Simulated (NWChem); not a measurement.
# CBr2F2 (dibromodifluoromethane) at 4 levels

Wanted: a comparison of 4 runs (SVWN5/cc-pVDZ, BLYP/cc-pVDZ, PBE/cc-pVDZ, CCSD(T)/cc-pVDZ) of CBr2F2 (dibromodifluoromethane). 

Program for the calculation: NWChem 7.3.0.

## (1) Starting point

CBr2F2: 5 atoms, total charge 0, spin state singlet. SMILES: `FC(F)(Br)Br`. The coordinates come from a PBE0-D4/def2-TZVP relaxation.

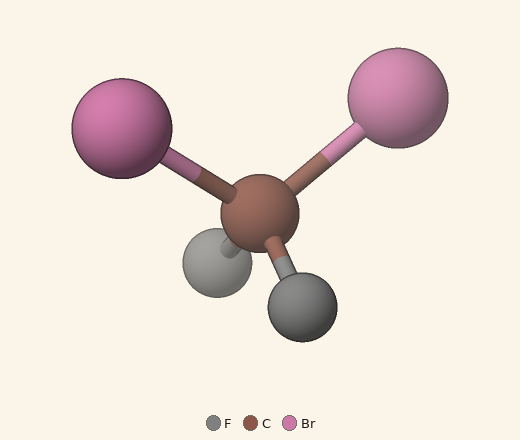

Viewed from a chosen angle; fluorine grey, carbon brown, bromine pink.

## (2) Energy and gradient at SVWN5/cc-pVDZ (run 1)

Input file cbr2f2.nw:

```
echo
start cbr2f2
title "CBr2F2 SVWN5"
memory 2200 mb

geometry units angstrom noautosym nocenter noautoz
 F     -0.970400    -0.113400     0.986300
 C      0.004800    -0.087600     0.090900
 F      0.914800    -0.981400     0.446600
 Br    -0.709300    -0.561200    -1.642100
 Br     0.810000     1.669900     0.077000
end

basis spherical bse
 * library cc-pVDZ
end

dft
 xc slater vwn_5
 grid fine
 convergence energy 1e-08
 maxiter 100
 mulliken
 print low
end

task dft gradient
```

The run is started by

```sh
$ nwchem cbr2f2.nw > cbr2f2.out
```

Standard output:

```text
[...]
 d= 0,ls=0.0,diis     1  -5377.0839860201 -6.01D+03  2.48D-02  2.80D+00    14.7
[...]
 d= 0,ls=0.0,diis     8  -5377.3593066613  5.23D-09  3.62D-06  1.86D-07    80.2
         Total DFT energy =    -5377.359306661338
      One electron energy =    -8747.517530016497
           Coulomb energy =     2940.794430920951
    Exchange-Corr. energy =     -200.196450589931
 Nuclear repulsion energy =      629.560243024140
[...]
      Total Density - Mulliken Population Analysis
     ---------------------------------------------
    Atom       Charge   Shell Charges
 -----------   ------   -------------------------------------------------------
    1 F    9     9.05   2.01  0.89  0.98  3.32  1.84  0.01
    2 C    6     5.93   2.02  0.71  0.41  1.88  0.66  0.26
    3 F    9     9.05   2.01  0.89  0.98  3.32  1.84  0.01
    4 Br  35    34.98   2.00  2.00  2.03  1.12  0.81  6.00  6.01  2.70  2.28  9.94  0.10
    5 Br  35    34.98   2.00  2.00  2.03  1.12  0.81  6.00  6.01  2.70  2.28  9.94  0.10
[...]
                         DFT ENERGY GRADIENTS
    atom               coordinates                        gradient
                 x          y          z           x          y          z
   1 F      -1.833790  -0.214295   1.863837    0.001154  -0.000784   0.000004
   2 C       0.009071  -0.165540   0.171776    0.000137   0.002107  -0.002840
   3 F       1.728721  -1.854577   0.843952   -0.001175   0.000278   0.000673
   4 Br     -1.340383  -1.060514  -3.103119    0.000511   0.000032   0.001719
   5 Br      1.530678   3.155653   0.145509   -0.000626  -0.001634   0.000444
 Task  times  cpu:      118.9s     wall:      118.9s
 Total times  cpu:      118.9s     wall:      118.9s
```

Wall time 2 min (1 thread of Intel Xeon Platinum 8559C (Emerald Rapids), shared host); peak memory 0.12 GiB.

## (3) Energy and forces at BLYP/cc-pVDZ (run 2)

Input file job.nw:

```
start job
title "CBr2F2 gradient"
memory stack 880 mb heap 220 mb global 1100 mb
geometry units angstrom noautosym nocenter noautoz
F     -0.970400    -0.113400     0.986300
C      0.004800    -0.087600     0.090900
F      0.914800    -0.981400     0.446600
Br    -0.709300    -0.561200    -1.642100
Br     0.810000     1.669900     0.077000
end
basis spherical bse
* library cc-pVDZ
end
dft
xc becke88 lyp
grid fine
convergence energy 1e-08
maxiter 100
mulliken
end
task dft gradient
```

The run is started by

```sh
$ nwchem job.nw > job.out
```

Standard output:

```text
[...]
          Wavefunction type:  closed shell.
          No. of atoms     :     5
          No. of electrons :    94
[...]
          Charge           :     0
          Spin multiplicity:     1
[...]
          AO basis - number of functions:    96
[...]
              XC Information
              --------------
                    Becke 1988 Exchange Functional  1.000
              Lee-Yang-Parr Correlation Functional  1.000
[...]
 d= 0,ls=0.0,diis     1  -5385.7963571716 -6.02D+03  2.44D-02  2.37D+00    18.5
[...]
 d= 0,ls=0.0,diis    10  -5386.0603545056 -3.98D-09  2.49D-07  5.05D-10   122.5
         Total DFT energy =    -5386.060354505626
      One electron energy =    -8747.908313625563
           Coulomb energy =     2941.256043480373
    Exchange-Corr. energy =     -208.968327384575
 Nuclear repulsion energy =      629.560243024140
[...]
      Total Density - Mulliken Population Analysis
     ---------------------------------------------
    Atom       Charge   Shell Charges
 -----------   ------   -------------------------------------------------------
    1 F    9     9.08   2.01  0.91  0.97  3.34  1.84  0.01
    2 C    6     5.85   2.01  0.74  0.38  1.89  0.59  0.25
    3 F    9     9.08   2.01  0.91  0.97  3.34  1.84  0.01
    4 Br  35    35.00   2.00  2.00  2.03  1.12  0.81  6.00  6.01  2.69  2.30  9.94  0.10
    5 Br  35    35.00   2.00  2.00  2.03  1.12  0.81  6.00  6.01  2.69  2.30  9.94  0.10
[...]
  wavefunction    = closed shell
                         DFT ENERGY GRADIENTS
    atom               coordinates                        gradient
                 x          y          z           x          y          z
   1 F      -1.833790  -0.214295   1.863837    0.020833  -0.000062  -0.018325
   2 C       0.009071  -0.165540   0.171776   -0.000257  -0.003446   0.004715
   3 F       1.728721  -1.854577   0.843952   -0.019510   0.018502  -0.006773
   4 Br     -1.340383  -1.060514  -3.103119    0.008692   0.006047   0.020623
   5 Br      1.530678   3.155653   0.145509   -0.009757  -0.021042  -0.000240
[...]
```

It took 2.8 min on 1 thread of Intel Xeon Platinum 8559C (Emerald Rapids), shared host; peak memory 0.12 GiB.

## (4) Energy and gradient at PBE/cc-pVDZ (run 3)

Input file cbr2f2.nw:

```
start cbr2f2
title "CBr2F2"
memory 2200 mb
charge 0

geometry noautosym nocenter noautoz
  F       -0.970400      -0.113400       0.986300
  C        0.004800      -0.087600       0.090900
  F        0.914800      -0.981400       0.446600
  Br      -0.709300      -0.561200      -1.642100
  Br       0.810000       1.669900       0.077000
end

basis spherical bse
  * library cc-pVDZ
end

dft
  xc xpbe96 cpbe96
  grid fine
  convergence energy 1e-08
  iterations 100
  mulliken
end

task dft gradient
```

The run is started by

```sh
$ nwchem cbr2f2.nw > cbr2f2.out
```

Standard output:

```text
[...]
          Wavefunction type:  closed shell.
          No. of atoms     :     5
          No. of electrons :    94
[...]
          Charge           :     0
          Spin multiplicity:     1
[...]
          AO basis - number of functions:    96
[...]
              XC Information
              --------------
          PerdewBurkeErnzerhof Exchange Functional  1.000
            Perdew 1991 LDA Correlation Functional  1.000 local
           PerdewBurkeErnz. Correlation Functional  1.000 non-local
[...]
 d= 0,ls=0.0,diis     1  -5384.7799203518 -6.01D+03  2.43D-02  2.35D+00    17.3
[...]
 d= 0,ls=0.0,diis    10  -5385.0423434566 -3.40D-09  1.88D-07  4.76D-10   122.0
         Total DFT energy =    -5385.042343456618
      One electron energy =    -8747.852434390687
           Coulomb energy =     2941.182925655961
    Exchange-Corr. energy =     -207.933077746033
 Nuclear repulsion energy =      629.560243024140
[...]
      Total Density - Mulliken Population Analysis
     ---------------------------------------------
    Atom       Charge   Shell Charges
 -----------   ------   -------------------------------------------------------
    1 F    9     9.07   2.01  0.91  0.98  3.33  1.85  0.01
    2 C    6     5.88   2.01  0.73  0.40  1.87  0.61  0.26
    3 F    9     9.07   2.01  0.91  0.98  3.33  1.85  0.01
    4 Br  35    34.99   2.00  2.00  2.03  1.10  0.83  6.00  6.01  2.69  2.29  9.94  0.10
    5 Br  35    34.99   2.00  2.00  2.03  1.10  0.83  6.00  6.01  2.69  2.29  9.94  0.10
[...]
  wavefunction    = closed shell
                         DFT ENERGY GRADIENTS
    atom               coordinates                        gradient
                 x          y          z           x          y          z
   1 F      -1.833790  -0.214295   1.863837    0.015147  -0.000572  -0.012638
   2 C       0.009071  -0.165540   0.171776   -0.000223  -0.002970   0.004067
   3 F       1.728721  -1.854577   0.843952   -0.014254   0.012955  -0.004219
   4 Br     -1.340383  -1.060514  -3.103119    0.005104   0.003280   0.012543
   5 Br      1.530678   3.155653   0.145509   -0.005774  -0.012692   0.000246
[...]
```

It took 2.8 min on 1 thread of Intel Xeon Platinum 8559C (Emerald Rapids), shared host; peak memory 0.12 GiB.

## (5) A single-point energy at CCSD(T)/cc-pVDZ (run 4)

Input file work.nw:

```
echo
start work
title "CBr2F2 energy"
memory total 2200 mb

geometry noautosym nocenter noautoz
  F       -0.970400      -0.113400       0.986300
  C        0.004800      -0.087600       0.090900
  F        0.914800      -0.981400       0.446600
  Br      -0.709300      -0.561200      -1.642100
  Br       0.810000       1.669900       0.077000
end

basis spherical bse
  * library cc-pVDZ
end

scf
  thresh 1e-08
  maxiter 80
end

ccsd
  freeze core 21
  maxiter 60
end

task ccsd(t)
```

The run is started by

```sh
$ nwchem work.nw > work.out
```

Standard output:

```text
[...]
  functions       =    96
[...]
  wavefunction    = RHF
[...]
         Total SCF energy =  -5381.494669533296
      One-electron energy =  -8748.159400043936
      Two-electron energy =   2737.104487486501
 Nuclear repulsion energy =    629.560243024140
        Time for solution =    204.3s
[...]
 Total MP2 energy:          -5382.261086400621025
[...]
             energy      energy      error      ampl     ampl      Block
                                                time     time      time
[...]
 Total CCSD energy:          -5382.280126145955364
[...]
 Total CCSD+T(CCSD) energy:          -5382.301365116451052
[...]
 Total CCSD(T) energy:               -5382.299729120642951
[...]
```

Wall time 13 min (1 thread of Intel Xeon Platinum 8559C (Emerald Rapids), shared host); peak memory 0.52 GiB.

## (6) Overview of the runs

```
run            level      task  integration grid   energy (Eh)  largest force (eV/Å)  wall time
  1    SVWN5/cc-pVDZ  gradient              fine  -5377.359307                 0.182      2 min
  2     BLYP/cc-pVDZ  gradient              fine  -5386.060355                 1.427    2.8 min
  3      PBE/cc-pVDZ  gradient              fine  -5385.042343                 1.015    2.8 min
  4  CCSD(T)/cc-pVDZ    energy                 –  -5382.299729                     –     13 min
```

## (7) Summary of results

| quantity | value |
| --- | --- |
| run 4: total energy | -5382.29973 Eh |
| run 4: HOMO energy (Hartree–Fock orbitals) | -11.59 eV |
| run 4: LUMO energy (Hartree–Fock orbitals) | 2.31 eV |
| run 4: HOMO–LUMO gap (Hartree–Fock orbitals) | 13.90 eV |
| run 4: correlation energy (21 core orbitals frozen) | -805.1 mEh |
| run 4: (T) correction | -19.60 mEh |

Totals of different functionals can't be ranked against each other. All runs together took 20 min, the longest 13 min.
